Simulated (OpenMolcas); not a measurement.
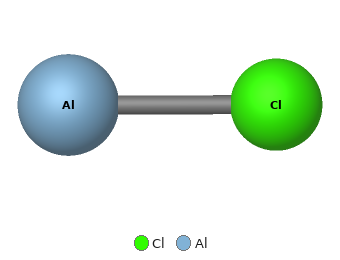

*The molecule at the reference distance of 2.189 Å.*

Relativistic diatomic calculation for ClAl (part 1 of 2)

System: ClAl.
Method: SA-CASSCF(8,7)/XMS-CASPT2 + RASSI spin-orbit (X2C scalar, AMFI), ANO-RCC-VTZP (OpenMolcas).

## Input file
```
&GATEWAY
Coord
2
angstrom
Cl 0.0 0.0 0.0
Al 0.0 0.0 2.1890
Basis=ANO-RCC-VTZP
Group=XY
RX2C
AMFI
ANGMom
0.0 0.0 0.0
RICD
&SEWARD
&GUESSORB
&RASSCF
FileOrb=$CurrDir/o11.orb
Symmetry=1
Spin=1
nActEl=8 0 0
Inactive=7 4
RAS2=3 4
CIRoot=4 4 1
Linear
Iterations=120 100
OrbListing=Nothing
PRWF=0.15
>>COPY $Project.RasOrb $CurrDir/o11.orb
>>COPY $Project.rasscf.h5 $CurrDir/r11.h5
&CASPT2
XMultistate=all
Imaginary=0.2
IPEA=0.25
MaxIter=40
>>COPY $Project.JobMix JOB001
&RASSCF
FileOrb=$CurrDir/o32.orb
Symmetry=2
Spin=3
nActEl=8 0 0
Inactive=7 4
RAS2=3 4
CIRoot=2 2 1
Linear
Iterations=120 100
OrbListing=Nothing
PRWF=0.15
>>COPY $Project.RasOrb $CurrDir/o32.orb
>>COPY $Project.rasscf.h5 $CurrDir/r32.h5
&CASPT2
XMultistate=all
Imaginary=0.2
IPEA=0.25
MaxIter=40
>>COPY $Project.JobMix JOB002
&RASSCF
FileOrb=$CurrDir/o12.orb
Symmetry=2
Spin=1
nActEl=8 0 0
Inactive=7 4
RAS2=3 4
CIRoot=2 2 1
Linear
Iterations=120 100
OrbListing=Nothing
PRWF=0.15
>>COPY $Project.RasOrb $CurrDir/o12.orb
>>COPY $Project.rasscf.h5 $CurrDir/r12.h5
&CASPT2
XMultistate=all
Imaginary=0.2
IPEA=0.25
MaxIter=40
>>COPY $Project.JobMix JOB003
&RASSCF
FileOrb=$CurrDir/o31.orb
Symmetry=1
Spin=3
nActEl=8 0 0
Inactive=7 4
RAS2=3 4
CIRoot=5 5 1
Linear
Iterations=120 100
OrbListing=Nothing
PRWF=0.15
>>COPY $Project.RasOrb $CurrDir/o31.orb
>>COPY $Project.rasscf.h5 $CurrDir/r31.h5
&CASPT2
XMultistate=all
Imaginary=0.2
IPEA=0.25
MaxIter=40
>>COPY $Project.JobMix JOB004
&RASSI
Nr of JobIphs=4 4 2 2 5
1 2 3 4
1 2
1 2
1 2 3 4 5
SpinOrbit
EJob
Omega
MEES
MESO
Properties=4
'AngMom' 3 'Mltpl  1' 1 'Mltpl  1' 2 'Mltpl  1' 3
Thrs=1.0d-4
>>COPY $Project.rassi.h5 $CurrDir/so.h5
```

The first orbital files come from an earlier step.

Launched with:
```bash
pymolcas m.inp (one call a module block, same work directory)
```

## Output (extracts)
```
++    Wave function specifications:
      Number of closed shell electrons          22
      Number of electrons in active shells       8
      Number of inactive orbitals               11
      Number of active orbitals                  7
      Number of secondary orbitals              50
      Spin quantum number                      0.0
      State symmetry                             1
++    Orbital specifications:
      Symmetry species                           1   2
                                                 a   b
      Frozen orbitals                            0   0
      Inactive orbitals                          7   4
      Active orbitals                            3   4
      RAS2 orbitals                              3   4
      Secondary orbitals                        26  24
      Number of basis functions                 36  32
      printout of CI-coefficients larger than  0.15 for root  1
      energy=    -703.381322
      conf/sym  111 2222     Coeff  Weight
            11  220 2200   0.94079 0.88508
      printout of CI-coefficients larger than  0.15 for root  2
      energy=    -703.156591
      conf/sym  111 2222     Coeff  Weight
            12  220 2ud0  -0.38670 0.14954
            13  220 u2d0  -0.56755 0.32212
            17  220 2u0d  -0.56755 0.32212
            18  220 u20d   0.38670 0.14954
      printout of CI-coefficients larger than  0.15 for root  3
      energy=    -703.156591
      conf/sym  111 2222     Coeff  Weight
            12  220 2ud0  -0.56755 0.32212
            13  220 u2d0   0.38670 0.14954
            17  220 2u0d   0.38670 0.14954
            18  220 u20d   0.56755 0.32212
      printout of CI-coefficients larger than  0.15 for root  4
      energy=    -703.154446
      conf/sym  111 2222     Coeff  Weight
            12  220 2ud0   0.68899 0.47470
            18  220 u20d   0.68899 0.47470
      Natural orbitals and occupation numbers for root  1
      sym 1:   1.919284   1.985796   0.020488
      sym 2:   1.990624   1.990624   0.046592   0.046592
      Natural orbitals and occupation numbers for root  2
      sym 1:   1.913647   1.995474   0.014231
      sym 2:   1.502639   1.502638   0.535685   0.535685
      Natural orbitals and occupation numbers for root  3
      sym 1:   1.913647   1.995474   0.014231
      sym 2:   1.502639   1.502638   0.535685   0.535685
      Natural orbitals and occupation numbers for root  4
      sym 1:   1.926255   1.994731   0.014359
      sym 2:   1.500127   1.500127   0.532200   0.532200
      RASSCF energy for state  4                   -703.15444571
::    RASSCF root number  1 Total energy:   -703.38132188
::    RASSCF root number  2 Total energy:   -703.15659054
::    RASSCF root number  3 Total energy:   -703.15659054
::    RASSCF root number  4 Total energy:   -703.15444571
      Von Neumann Entropy (Root   1) =  0.40115
++    Wave function specifications:
      Number of closed shell electrons           8
      Number of electrons in active shells       8
      Number of inactive orbitals                4
      Number of active orbitals                  7
      Number of secondary orbitals              50
      Spin quantum number                      0.0
      State symmetry                             1
      Number of CSFs                           254
      Number of CASSCF root(s) available         4
      CASPT2 state passed to geometry opt.       4
      A file JOBMIX will be created
      This is a MULTI-STATE CASSCF reference
      Number of CI roots used                    4
      These are:                                 1   2   3   4
      Off-diagonal elements of Heff are computed
  FINAL CASPT2 RESULT:
      Reference energy:        -703.3813218791
      E2 (Non-variational):      -0.4019105356
      Shift correction:          -0.0026016512
      E2 (Variational):          -0.4045121867
      Total energy:            -703.7858340658
      Reference weight:           0.89670
  FINAL CASPT2 RESULT:
      Reference energy:        -703.1565905356
      E2 (Non-variational):      -0.3803440500
      Shift correction:          -0.0023875479
      E2 (Variational):          -0.3827315979
      Total energy:            -703.5393221334
      Reference weight:           0.90545
  FINAL CASPT2 RESULT:
      Reference energy:        -703.1565905356
      E2 (Non-variational):      -0.3802199162
      Shift correction:          -0.0023803300
      E2 (Variational):          -0.3826002462
      Total energy:            -703.5391907818
      Reference weight:           0.90559
  FINAL CASPT2 RESULT:
      Reference energy:        -703.1544457141
      E2 (Non-variational):      -0.3805159601
      Shift correction:          -0.0022625237
      E2 (Variational):          -0.3827784839
      Total energy:            -703.5372241980
      Reference weight:           0.90582
       Total XMS-CASPT2 energies:
::    XMS-CASPT2 Root  1     Total energy:   -703.78583407
::    XMS-CASPT2 Root  2     Total energy:   -703.53932248
::    XMS-CASPT2 Root  3     Total energy:   -703.53919043
::    XMS-CASPT2 Root  4     Total energy:   -703.53722420
++    Wave function specifications:
      Number of closed shell electrons          22
      Number of electrons in active shells       8
      Number of inactive orbitals               11
      Number of active orbitals                  7
      Number of secondary orbitals              50
      Spin quantum number                      1.0
      State symmetry                             2
      printout of CI-coefficients larger than  0.15 for root  1
      energy=    -703.292401
      conf/sym  111 2222     Coeff  Weight
            82  u20 22u0   0.93036 0.86557
            84  u20 220u   0.34402 0.11835
      printout of CI-coefficients larger than  0.15 for root  2
      energy=    -703.292401
      conf/sym  111 2222     Coeff  Weight
            82  u20 22u0   0.34402 0.11835
            84  u20 220u  -0.93036 0.86557
      Natural orbitals and occupation numbers for root  1
      sym 1:   1.000284   1.979867   0.018722
      sym 2:   1.998120   1.994818   1.001008   0.007181
      Natural orbitals and occupation numbers for root  2
      sym 1:   1.000284   1.979867   0.018722
      sym 2:   1.994818   1.998120   0.007181   1.001008
      RASSCF energy for state  2                   -703.29240125
::    RASSCF root number  1 Total energy:   -703.29240125
::    RASSCF root number  2 Total energy:   -703.29240125
      Von Neumann Entropy (Root   1) =  1.11150
++    Wave function specifications:
      Number of closed shell electrons           8
      Number of electrons in active shells       8
      Number of inactive orbitals                4
      Number of active orbitals                  7
      Number of secondary orbitals              50
      Spin quantum number                      1.0
      State symmetry                             2
      Number of CSFs                           300
      Number of CASSCF root(s) available         2
      CASPT2 state passed to geometry opt.       2
      A file JOBMIX will be created
      This is a MULTI-STATE CASSCF reference
      Number of CI roots used                    2
      These are:                                 1   2
      Off-diagonal elements of Heff are computed
  FINAL CASPT2 RESULT:
      Reference energy:        -703.2924012461
      E2 (Non-variational):      -0.3747996756
      Shift correction:          -0.0018245906
      E2 (Variational):          -0.3766242662
      Total energy:            -703.6690255123
      Reference weight:           0.91331
  FINAL CASPT2 RESULT:
      Reference energy:        -703.2924012460
      E2 (Non-variational):      -0.3747996759
      Shift correction:          -0.0018245906
      E2 (Variational):          -0.3766242666
      Total energy:            -703.6690255126
      Reference weight:           0.91331
       Total XMS-CASPT2 energies:
::    XMS-CASPT2 Root  1     Total energy:   -703.66902551
::    XMS-CASPT2 Root  2     Total energy:   -703.66902551
++    Wave function specifications:
      Number of closed shell electrons          22
      Number of electrons in active shells       8
      Number of inactive orbitals               11
      Number of active orbitals                  7
      Number of secondary orbitals              50
      Spin quantum number                      0.0
      State symmetry                             2
      printout of CI-coefficients larger than  0.15 for root  1
      energy=    -703.212564
      conf/sym  111 2222     Coeff  Weight
            81  u20 22d0  -0.96736 0.93578
      printout of CI-coefficients larger than  0.15 for root  2
      energy=    -703.212564
      conf/sym  111 2222     Coeff  Weight
            84  u20 220d   0.96736 0.93578
      Natural orbitals and occupation numbers for root  1
      sym 1:   1.003772   1.944529   0.047408
      sym 2:   1.993439   1.990951   1.003484   0.016416
      Natural orbitals and occupation numbers for root  2
      sym 1:   1.003772   1.944529   0.047408
      sym 2:   1.990951   1.993439   0.016416   1.003484
      RASSCF energy for state  2                   -703.21256392
::    RASSCF root number  1 Total energy:   -703.21256392
::    RASSCF root number  2 Total energy:   -703.21256392
      Von Neumann Entropy (Root   1) =  1.23392
++    Wave function specifications:
      Number of closed shell electrons           8
      Number of electrons in active shells       8
      Number of inactive orbitals                4
      Number of active orbitals                  7
      Number of secondary orbitals              50
      Spin quantum number                      0.0
      State symmetry                             2
      Number of CSFs                           236
      Number of CASSCF root(s) available         2
      CASPT2 state passed to geometry opt.       2
      A file JOBMIX will be created
      This is a MULTI-STATE CASSCF reference
      Number of CI roots used                    2
      These are:                                 1   2
      Off-diagonal elements of Heff are computed
  FINAL CASPT2 RESULT:
      Reference energy:        -703.2125639164
      E2 (Non-variational):      -0.3873681451
      Shift correction:          -0.0028241468
      E2 (Variational):          -0.3901922918
      Total energy:            -703.6027562083
      Reference weight:           0.90050
  FINAL CASPT2 RESULT:
      Reference energy:        -703.2125639162
      E2 (Non-variational):      -0.3873681454
      Shift correction:          -0.0028241468
      E2 (Variational):          -0.3901922922
      Total energy:            -703.6027562085
      Reference weight:           0.90050
       Total XMS-CASPT2 energies:
::    XMS-CASPT2 Root  1     Total energy:   -703.60275621
::    XMS-CASPT2 Root  2     Total energy:   -703.60275621
++    Wave function specifications:
      Number of closed shell electrons          22
      Number of electrons in active shells       8
      Number of inactive orbitals               11
      Number of active orbitals                  7
      Number of secondary orbitals              50
      Spin quantum number                      1.0
      State symmetry                             1
      printout of CI-coefficients larger than  0.15 for root  1
      energy=    -703.176297
      conf/sym  111 2222     Coeff  Weight
             8  220 2u0u   0.26071 0.06797
            34  u2u 2200   0.86957 0.75615
            52  220 u2u0  -0.26071 0.06797
      printout of CI-coefficients larger than  0.15 for root  2
      energy=    -703.167682
      conf/sym  111 2222     Coeff  Weight
             8  220 2u0u   0.61699 0.38067
            34  u2u 2200  -0.36220 0.13119
            52  220 u2u0  -0.61699 0.38067
      printout of CI-coefficients larger than  0.15 for root  3
      energy=    -703.161243
      conf/sym  111 2222     Coeff  Weight
             7  220 2uu0   0.46016 0.21175
             8  220 2u0u  -0.51223 0.26238
            52  220 u2u0  -0.51223 0.26238
            54  220 u20u  -0.46016 0.21175
      printout of CI-coefficients larger than  0.15 for root  4
      energy=    -703.161243
      conf/sym  111 2222     Coeff  Weight
             7  220 2uu0  -0.51223 0.26238
             8  220 2u0u  -0.46016 0.21175
            52  220 u2u0  -0.46016 0.21175
            54  220 u20u   0.51223 0.26238
      printout of CI-coefficients larger than  0.15 for root  5
      energy=    -703.155690
      conf/sym  111 2222     Coeff  Weight
             7  220 2uu0  -0.66406 0.44098
             8  220 2u0u  -0.15976 0.02552
            52  220 u2u0   0.15976 0.02552
            54  220 u20u  -0.66406 0.44098
      Natural orbitals and occupation numbers for root  1
      sym 1:   1.146711   1.966048   0.853942
      sym 2:   1.905403   1.905403   0.111246   0.111246
      Natural orbitals and occupation numbers for root  2
      sym 1:   1.791941   1.981439   0.183433
      sym 2:   1.570647   1.570647   0.450947   0.450947
      Natural orbitals and occupation numbers for root  3
      sym 1:   1.918684   1.998997   0.033680
      sym 2:   1.499940   1.499940   0.524380   0.524380
      Natural orbitals and occupation numbers for root  4
      sym 1:   1.918684   1.998997   0.033680
      sym 2:   1.499940   1.499940   0.524380   0.524380
      Natural orbitals and occupation numbers for root  5
      sym 1:   1.893273   1.997101   0.032637
      sym 2:   1.505154   1.505154   0.533340   0.533340
      RASSCF energy for state  5                   -703.15568993
::    RASSCF root number  1 Total energy:   -703.17629687
::    RASSCF root number  2 Total energy:   -703.16768180
::    RASSCF root number  3 Total energy:   -703.16124343
::    RASSCF root number  4 Total energy:   -703.16124343
::    RASSCF root number  5 Total energy:   -703.15568993
      Von Neumann Entropy (Root   1) =  1.60552
++    Wave function specifications:
      Number of closed shell electrons           8
      Number of electrons in active shells       8
      Number of inactive orbitals                4
      Number of active orbitals                  7
      Number of secondary orbitals              50
      Spin quantum number                      1.0
      State symmetry                             1
      Number of CSFs                           288
      Number of CASSCF root(s) available         5
      CASPT2 state passed to geometry opt.       5
      A file JOBMIX will be created
      This is a MULTI-STATE CASSCF reference
      Number of CI roots used                    5
      These are:                                 1   2   3   4   5
      Off-diagonal elements of Heff are computed
  FINAL CASPT2 RESULT:
      Reference energy:        -703.1762968709
      E2 (Non-variational):      -0.4057191113
      Shift correction:          -0.0036334436
      E2 (Variational):          -0.4093525549
      Total energy:            -703.5856494258
      Reference weight:           0.88860
  FINAL CASPT2 RESULT:
      Reference energy:        -703.1676817971
      E2 (Non-variational):      -0.3776638064
      Shift correction:          -0.0021152387
      E2 (Variational):          -0.3797790450
      Total energy:            -703.5474608422
      Reference weight:           0.90873
  FINAL CASPT2 RESULT:
      Reference energy:        -703.1612434288
      E2 (Non-variational):      -0.3779151179
      Shift correction:          -0.0021240090
      E2 (Variational):          -0.3800391270
      Total energy:            -703.5412825558
      Reference weight:           0.90876
  FINAL CASPT2 RESULT:
      Reference energy:        -703.1612434288
      E2 (Non-variational):      -0.3778657652
      Shift correction:          -0.0021165663
      E2 (Variational):          -0.3799823315
      Total energy:            -703.5412257603
      Reference weight:           0.90885
  FINAL CASPT2 RESULT:
      Reference energy:        -703.15568SPIN-FREE ENERGIES:
  (Shifted by EMIN (a.u.) =       -703.7858340659)
 SF State       Relative EMIN(au)   Rel lowest level(eV)    D:o, cm**(-1)      Abs_M
     1             0.0000000000        0.0000000000              0.0000         0.0
     5             0.1168085533        3.1785226611          25636.5142         1.0
     6             0.1168085533        3.1785226611          25636.5142         1.0
     7             0.1830778574        4.9818022921          40180.9453         1.0
     8             0.1830778574        4.9818022921          40180.9453         1.0
     9             0.2011175210        5.4726865435          44140.1938         0.0
    10             0.2374403294        6.4610805135          52112.1288         0.0
    11             0.2445512599        6.6545787892          53672.7976         2.0
    12             0.2446085559        6.6561378938          53685.3726         2.0
     2             0.2465115840        6.7079219262          54103.0390         2.0
     3             0.2466436326        6.7115151521          54132.0203         2.0
     4             0.2486098680        6.7650191440          54563.5591         0.0
    13             0.2498993917        6.8001088702          54846.5769         0.0
```

(Continued in part 2.) Outcome of the run: converged; components of a degenerate state are split by 29 cm⁻¹.
